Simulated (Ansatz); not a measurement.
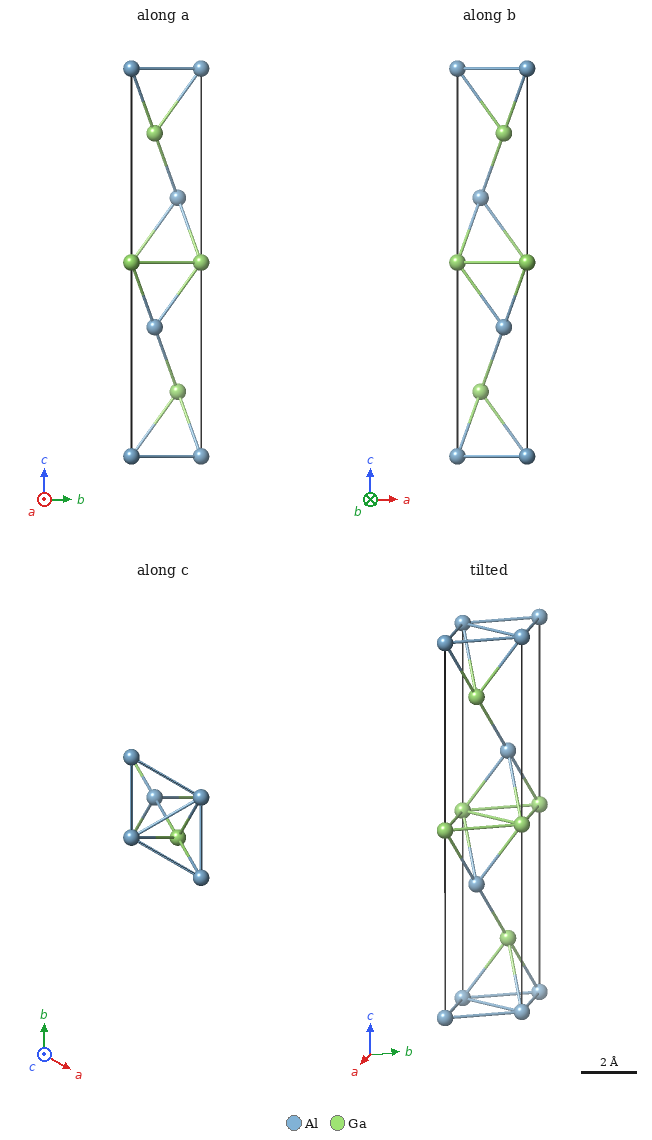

Ball-and-stick drawing of the structure, looking along the a axis, along the b axis, along the c axis and slightly off an axis. One conventional unit cell is framed, with atoms on its boundary repeated.

Lattice parameters: a = 2.929 Å, b = 2.929 Å, c = 14.131 Å, α = 90.00°, β = 90.00°, γ = 120.00°. Put a along x and b in the xy plane.

Question: Convert the drawing into a POSCAR file.

Answer:
```
Al Ga
1.0
     2.929    0.000    0.000
    -1.465    2.537    0.000
     0.000    0.000   14.131
Al Ga
3 3
Direct
  0.0000 0.0000 0.0000
  0.6667 0.3333 0.3333
  0.3333 0.6667 0.6667
  0.6667 0.3333 0.8333
  0.3333 0.6667 0.1667
  0.0000 0.0000 0.5000
```

Provenance: a structure type filled with these elements by a generator (whether the compound takes this form wasn't checked). Earlier steps of the study may have refined or changed the cell and positions. It was run through Ansatz as a DFT input.
